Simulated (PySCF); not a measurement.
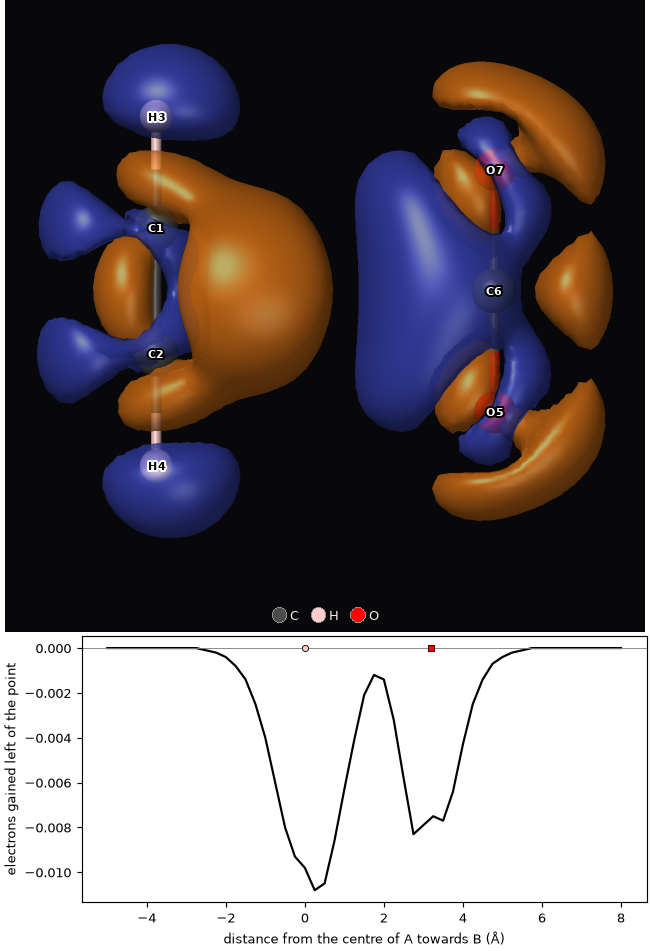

C3H2O2, SMILES `C#C.O=C=O`. Density of the complex less the densities of the two fragments at the same geometry, ±0.001 e/Å³ (orange: gain, blue: loss). Fragment A: H2C2 (atoms 1–4); fragment B: CO2. Below: the charge-displacement curve along the line of centres (A on the left).

Method: r2SCAN/def2-SVPD; geometry: GFN2-xTB; program: PySCF.

Input script:

```python
import numpy as np
from pyscf import gto, scf, dft
from pyscf.scf import atom_ks, atom_hf
from scipy.linalg import block_diag
from pyscf.dispersion import dftd3

def solve(mol, dm0=None, hcore=None):
    mf = (dft.UKS if mol.spin else dft.RKS)(mol, xc='r2scan')
    mf.grids.level = 3
    mf = mf.density_fit(auxbasis='def2-universal-jkfit')
    mf.conv_tol, mf.max_cycle = 1e-8, 80
    if hcore is not None:
        mf.get_hcore = lambda *args: hcore
    mf.kernel(dm0)
    if not mf.converged:
        mf = mf.newton().run(mf.mo_coeff, mf.mo_occ, max_cycle=30)
    assert mf.converged, 'SCF not converged'
    return mf

mol = gto.M(atom='''
C     -1.95185    -0.59704     0.00000
C     -1.95185     0.59703     0.00000
H     -1.95086    -1.64698     0.00000
H     -1.95087     1.64698     0.00000
O      1.24450     1.14349     0.00000
C      1.23530    -0.00003     0.00000
O      1.24452    -1.14347     0.00000
''', basis='def2-svpd', charge=0, spin=0, verbose=4)
mol_a = gto.M(atom='''
C     -1.95185    -0.59704     0.00000
C     -1.95185     0.59703     0.00000
H     -1.95086    -1.64698     0.00000
H     -1.95087     1.64698     0.00000
ghost-O      1.24450     1.14349     0.00000
ghost-C      1.23530    -0.00003     0.00000
ghost-O      1.24452    -1.14347     0.00000
''', basis='def2-svpd', charge=0, spin=0, verbose=4)
mol_b = gto.M(atom='''
ghost-C     -1.95185    -0.59704     0.00000
ghost-C     -1.95185     0.59703     0.00000
ghost-H     -1.95086    -1.64698     0.00000
ghost-H     -1.95087     1.64698     0.00000
O      1.24450     1.14349     0.00000
C      1.23530    -0.00003     0.00000
O      1.24452    -1.14347     0.00000
''', basis='def2-svpd', charge=0, spin=0, verbose=4)
ab, a, b = solve(mol), solve(mol_a), solve(mol_b)
e_int = ab.e_tot - a.e_tot - b.e_tot
print('counterpoise-corrected interaction energy / kcal/mol', e_int * 627.5095)
def disp(atoms, charge):
    m = gto.M(atom=atoms, charge=charge, basis='sto-3g', spin=None, unit='Bohr', verbose=0)
    return dftd3.DFTD3Dispersion(m, xc='r2scan', version='d3bj').get_dispersion()['energy']
e_disp = disp(mol._atom, mol.charge) - disp(mol._atom[:4], mol_a.charge) - disp(mol._atom[4:], mol_b.charge)
print('D3(BJ) part / kcal/mol', e_disp * 627.5095)
# spherically averaged free atoms, for the promolecule
atm = atom_ks.get_atm_nrks(mol, xc='r2scan')
pro = block_diag(*[(atm[a[0]][2] * atm[a[0]][3]) @ atm[a[0]][2].T for a in mol._atom])
np.savez('result.npz', e_int=e_int, e_disp=e_disp, dm_a=a.make_rdm1(), dm_b=b.make_rdm1(), c=ab.mo_coeff, occ=ab.mo_occ, eps=ab.mo_energy, pro=pro, d=[f.dip_moment(verbose=0) for f in (ab, a, b)])
```

Command:

```sh
OMP_NUM_THREADS=1 python input.py
```

The run took 52 s on 1 thread of Arm Neoverse V2, with other jobs on the host, peak memory 0.52 GiB.

Partitions, critical points and surface values were worked out afterwards from this run's density.

Which way does charge flow?

Answer. Hirshfeld charges show almost no net transfer (under 0.005 e). 0.03 e is displaced in all, which induces a dipole of 0.17 D.

What is the interaction energy, and which contacts carry it?

Answer. The counterpoise-corrected interaction energy of the frozen fragments is −1.9 kcal/mol without dispersion correction and −2.2 kcal/mol with D3(BJ). The pair geometry is semi-empirical, not a minimum at this level. Contacts: C2···O5, 3.24 Å, ρ = 0.006 a.u., a bond path close to vanishing (ellipticity 11.8); C1···O7, 3.24 Å, ρ = 0.006 a.u., a bond path close to vanishing (ellipticity 11.8). The pose is a local one from a semi-empirical search, not shown to be the most stable.
